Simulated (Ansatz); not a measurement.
**Geometry relaxation, with input and output: Si₂H₃OF₃ (part 1 of 2)**

- system: Si₂H₃OF₃
- method: RKS PBE0-D4/def2-TZVP (Ansatz 0.2.0)

Figures and captions count atoms from 1; the log counts them from 0 in places.

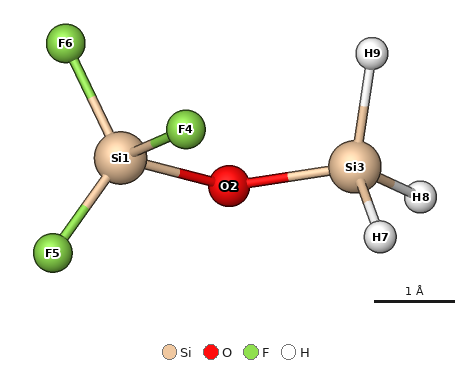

**Figure 1.** The structure as given in the input (ball-and-stick view, seen at a tilt; atoms are numbered from 1 in the order of the input).

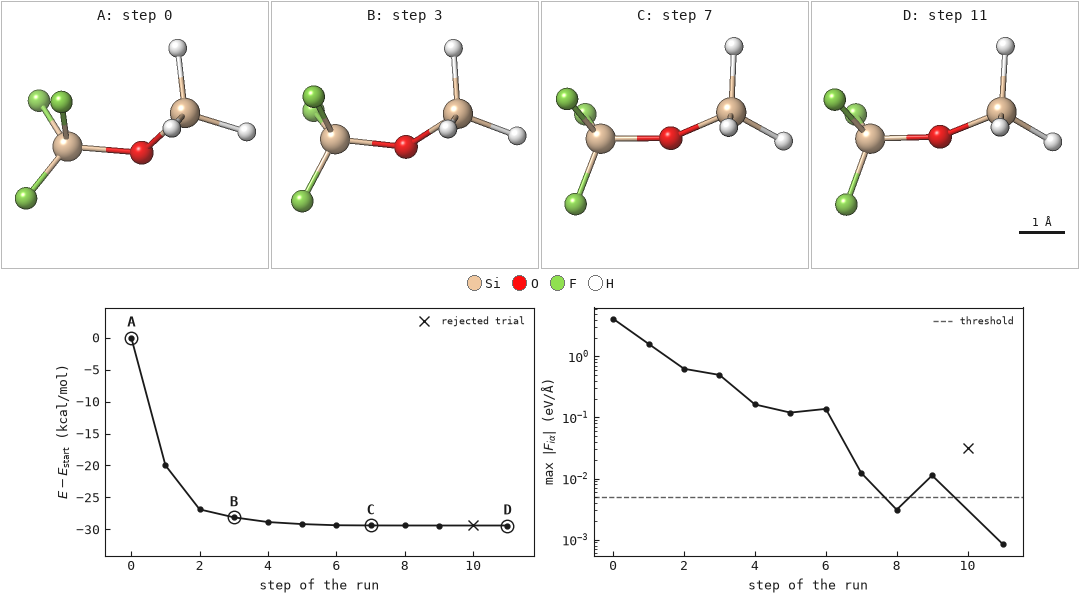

**Figure 2.** Frames of the relaxation (ball-and-stick view, seen at a tilt) above the curves, on which the letters mark them (the first geometry is step 0 here and step 1 in the log).

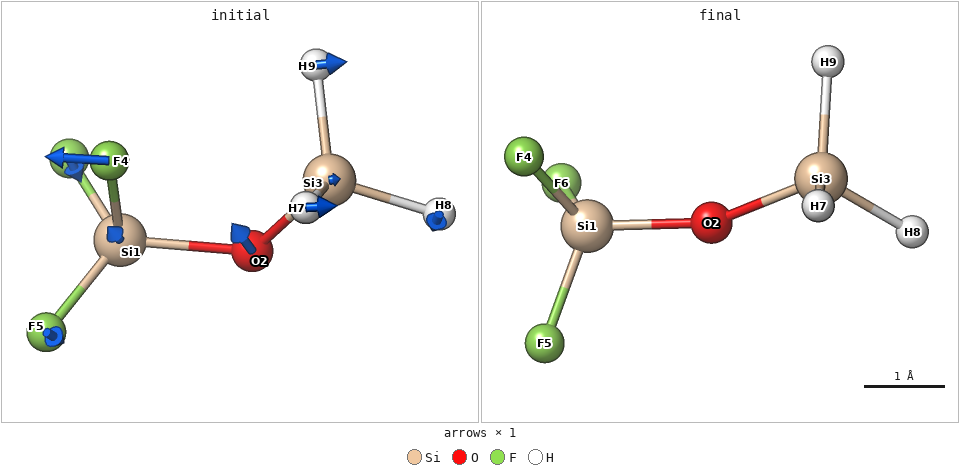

**Figure 3.** Before (left) and after (right) the relaxation, at one scale (ball-and-stick view, seen at a tilt). The blue arrows give the displacements, at true length. The largest move after the best rigid fit is that of F4, 0.82 Å. By element the largest moves are F 0.82 Å, O 0.57 Å, H 0.42 Å, Si 0.32 Å. Among the contacts that change: Si1–O2 1.668 → 1.585 Å, Si1–F4 1.624 → 1.571 Å, O2–Si3 1.681 → 1.646 Å, Si1–F5 1.599 → 1.568 Å. Among the angles that change: Si1–O2–Si3 125.0° → 155.2°, O2–Si1–F4 94.4° → 111.5°, F4–Si1–F6 95.1° → 107.9°. The energy falls by 29.4 kcal/mol in 11 geometry steps. Largest force component: 4.1 eV/Å at the start, 0.00084 eV/Å at the end. The line search rejected the trial step at point 10 (counted from 0) and went back. (Atoms are counted from 1 in the order of the input.)

The input that produced these results follows, with the program's output.

Input:
```yaml
crystal:
  periodic: [false, false, false]
  atoms:
    - {symbol: Si, position_ang: [-0.795953, 0.651175, 0.595810]}
    - {symbol: O, position_ang: [0.086287, -0.108781, -0.598487]}
    - {symbol: Si, position_ang: [-0.221015, 0.006945, -2.247245]}
    - {symbol: F, position_ang: [-1.693802, 1.518509, -0.443610]}
    - {symbol: F, position_ang: [-0.165578, 1.908449, 1.355811]}
    - {symbol: F, position_ang: [-2.040554, -0.101405, 1.267408]}
    - {symbol: H, position_ang: [0.004570, 1.385801, -2.730112]}
    - {symbol: H, position_ang: [0.769867, -0.911107, -2.860171]}
    - {symbol: H, position_ang: [-1.593500, -0.457849, -2.542829]}
basis:
  gaussian: {orbitals: def2-TZVP}
hamiltonian: {xc: pbe0, dispersion: d4}
relax: {f_tol: 0.005, max_steps: 200}
```

Command:
```bash
ansatz run in.yaml --threads 4 --pin off --events-out ev --progress --plain --max-ram 66560MiB --backend cuda --devices 0, --max-vram 37GiB
```

Output:
```
Functional definition: PBE0
  name "PBE0"
  cite "Adamo & Barone, J. Chem. Phys. 110, 6158 (1999) doi:10.1063/1.478522"
  cite "Perdew, Burke & Ernzerhof, Phys. Rev. Lett. 77, 3865 (1996) doi:10.1103/PhysRevLett.77.3865"
  parent pbe
  parameter a = 0.25
  parameter kappa = 0.804
  parameter beta = 0.06672455060314922
  exchange = (1 - a)*pbe_x(kappa = kappa, mu = beta*pi^2/3) + a*exact_x
  correlation = pbe_c(beta = beta)
1287 factors; their error is unknown
mean field evaluation 1: about -25990.0969 eV, gradient 7.0e1 eV
mean field evaluation 2: about -25980.0822 eV, gradient 1.1e2 eV
mean field evaluation 4: about -25997.0364 eV, gradient 5.1e0 eV
mean field evaluation 8: about -25997.0729 eV, gradient 6.7e-2 eV
mean field evaluation 16: about -25997.1764 eV, gradient 2.8e-5 eV
mean field -25997.17643010 eV, -955.3786122870 hartree, gradient 2.8e-5 eV, S^2 0.000000; 0 other end points of the search recorded, 0 dependent functions left out
the calculation of the forces begins
reference -25997.17646086 eV, -955.3786134174 hartree; 33, 33 occupied and 183, 183 virtual orbitals, 1287 factors
relax step   1: F+E_penalty+E_count = -25997.35697530 eV  Δ(F+E_penalty+E_count) = +0.000e0 eV  max|allowed force component| = 4.122e0 eV/Å  Δτ_max = 0.0000 Å  (27 SCF iters, accepted)
these checks for a lower state are left out or cut short: starts, cluster_reference, orbital_swaps, neighbouring_geometries, increment
1287 factors; their error is unknown
mean field -25998.04489149 eV, -955.4105276544 hartree, gradient 1.2e-5 eV, S^2 0.000000; 0 other end points of the search recorded, 0 dependent functions left out
the calculation of the forces begins
reference -25998.04492187 eV, -955.4105287708 hartree; 33, 33 occupied and 183, 183 virtual orbitals, 1287 factors
relax step   2: F+E_penalty+E_count = -25998.22337796 eV  Δ(F+E_penalty+E_count) = -8.664e-1 eV  max|allowed force component| = 1.600e0 eV/Å  Δτ_max = 0.1958 Å  (35 SCF iters, accepted)
these checks for a lower state are left out or cut short: starts, cluster_reference, orbital_swaps, neighbouring_geometries, increment
1287 factors; their error is unknown
mean field evaluation 32: about -25998.3438 eV, gradient 1.1e-5 eV
mean field -25998.34377243 eV, -955.4215113265 hartree, gradient 1.1e-5 eV, S^2 0.000000; 0 other end points of the search recorded, 0 dependent functions left out
the calculation of the forces begins
reference -25998.34380310 eV, -955.4215124537 hartree; 33, 33 occupied and 183, 183 virtual orbitals, 1287 factors
relax step   3: F+E_penalty+E_count = -25998.52202441 eV  Δ(F+E_penalty+E_count) = -2.986e-1 eV  max|allowed force component| = 6.259e-1 eV/Å  Δτ_max = 0.1462 Å  (35 SCF iters, accepted)
these checks for a lower state are left out or cut short: starts, cluster_reference, orbital_swaps, neighbouring_geometries, increment
1287 factors; their error is unknown
mean field -25998.39739359 eV, -955.4234818679 hartree, gradient 2.5e-5 eV, S^2 0.000000; 0 other end points of the search recorded, 0 dependent functions left out
the calculation of the forces begins
reference -25998.39742431 eV, -955.4234829965 hartree; 33, 33 occupied and 183, 183 virtual orbitals, 1287 factors
relax step   4: F+E_penalty+E_count = -25998.57588790 eV  Δ(F+E_penalty+E_count) = -5.386e-2 eV  max|allowed force component| = 4.966e-1 eV/Å  Δτ_max = 0.1160 Å  (29 SCF iters, accepted)
these checks for a lower state are left out or cut short: starts, cluster_reference, orbital_swaps, neighbouring_geometries, increment
1287 factors; their error is unknown
mean field -25998.43021029 eV, -955.4246878593 hartree, gradient 9.3e-6 eV, S^2 0.000000; 0 other end points of the search recorded, 0 dependent functions left out
the calculation of the forces begins
reference -25998.43024140 eV, -955.4246890025 hartree; 33, 33 occupied and 183, 183 virtual orbitals, 1287 factors
relax step   5: F+E_penalty+E_count = -25998.60788139 eV  Δ(F+E_penalty+E_count) = -3.199e-2 eV  max|allowed force component| = 1.632e-1 eV/Å  Δτ_max = 0.1328 Å  (29 SCF iters, accepted)
these checks for a lower state are left out or cut short: starts, cluster_reference, orbital_swaps, neighbouring_geometries, increment
1287 factors; their error is unknown
mean field -25998.44501404 eV, -955.4252318868 hartree, gradient 1.9e-5 eV, S^2 0.000000; 0 other end points of the search recorded, 0 dependent functions left out
the calculation of the forces begins
reference -25998.44504545 eV, -955.4252330413 hartree; 33, 33 occupied and 183, 183 virtual orbitals, 1287 factors
relax step   6: F+E_penalty+E_count = -25998.62167284 eV  Δ(F+E_penalty+E_count) = -1.379e-2 eV  max|allowed force component| = 1.201e-1 eV/Å  Δτ_max = 0.1029 Å  (29 SCF iters, accepted)
these checks for a lower state are left out or cut short: starts, cluster_reference, orbital_swaps, neighbouring_geometries, increment
1287 factors; their error is unknown
mean field -25998.45409971 eV, -955.4255657794 hartree, gradient 1.3e-5 eV, S^2 0.000000; 0 other end points of the search recorded, 0 dependent functions left out
the calculation of the forces begins
reference -25998.45413145 eV, -955.4255669456 hartree; 33, 33 occupied and 183, 183 virtual orbitals, 1287 factors
relax step   7: F+E_penalty+E_count = -25998.62952566 eV  Δ(F+E_penalty+E_count) = -7.853e-3 eV  max|allowed force component| = 1.381e-1 eV/Å  Δτ_max = 0.1138 Å  (29 SCF iters, accepted)
these checks for a lower state are left out or cut short: starts, cluster_reference, orbital_swaps, neighbouring_geometries, increment
1287 factors; their error is unknown
mean field evaluation 64: about -25998.4557 eV, gradient 1.7e-1 eV
mean field -25998.45574353 eV, -955.4256261884 hartree, gradient 1.2e-5 eV, S^2 0.000000; 0 other end points of the search recorded, 0 dependent functions left out
the calculation of the forces begins
reference -25998.45577522 eV, -955.4256273530 hartree; 33, 33 occupied and 183, 183 virtual orbitals, 1287 factors
relax step   8: F+E_penalty+E_count = -25998.63085082 eV  Δ(F+E_penalty+E_count) = -1.325e-3 eV  max|allowed force component| = 1.236e-2 eV/Å  Δτ_max = 0.0405 Å  (29 SCF iters, accepted)
these checks for a lower state are left out or cut short: starts, cluster_reference, orbital_swaps, neighbouring_geometries, increment
1287 factors; their error is unknown
mean field -25998.45630075 eV, -955.4256466660 hartree, gradient 1.2e-5 eV, S^2 0.000000; 0 other end points of the search recorded, 0 dependent functions left out
the calculation of the forces begins
reference -25998.45633238 eV, -955.4256478284 hartree; 33, 33 occupied and 183, 183 virtual orbitals, 1287 factors
relax step   9: F+E_penalty+E_count = -25998.63115733 eV  Δ(F+E_penalty+E_count) = -3.065e-4 eV  max|allowed force component| = 3.090e-3 eV/Å  Δτ_max = 0.0252 Å  (29 SCF iters, accepted)
these checks for a lower state are left out or cut short: starts, cluster_reference, orbital_swaps, neighbouring_geometries, increment
1287 factors; their error is unknown
mean field -25998.45671285 eV, -955.4256618103 hartree, gradient 1.2e-5 eV, S^2 0.000000; 0 other end points of the search recorded, 0 dependent functions left out
the calculation of the forces begins
reference -25998.45674439 eV, -955.4256629693 hartree; 33, 33 occupied and 183, 183 virtual orbitals, 1287 factors
relax step  10: F+E_penalty+E_count = -25998.63126598 eV  Δ(F+E_penalty+E_count) = -1.086e-4 eV  max|allowed force component| = 1.124e-2 eV/Å  Δτ_max = 0.0293 Å  (29 SCF iters, accepted)
these checks for a lower state are left out or cut short: starts, cluster_reference, orbital_swaps, neighbouring_geometries, increment
1287 factors; their error is unknown
mean field -25998.45663892 eV, -955.4256590936 hartree, gradient 1.2e-5 eV, S^2 0.000000; 0 other end points of the search recorded, 0 dependent functions left out
the calculation of the forces begins
reference -25998.45667041 eV, -955.4256602509 hartree; 33, 33 occupied and 183, 183 virtual orbitals, 1287 factors
relax step  11: F+E_penalty+E_count = -25998.63108236 eV  Δ(F+E_penalty+E_count) = +1.836e-4 eV  max|allowed force component| = 3.118e-2 eV/Å  Δτ_max = 0.0126 Å  (29 SCF iters, rejected (line search))
these checks for a lower state are left out or cut short: starts, cluster_reference, orbital_swaps, neighbouring_geometries, increment
1287 factors; their error is unknown
mean field -25998.45672875 eV, -955.4256623947 hartree, gradient 1.4e-5 eV, S^2 0.000000; 0 other end points of the search recorded, 0 dependent functions left out
the calculation of the forces begins
reference -25998.45676028 eV, -955.4256635534 hartree; 33, 33 occupied and 183, 183 virtual orbitals, 1287 factors
```
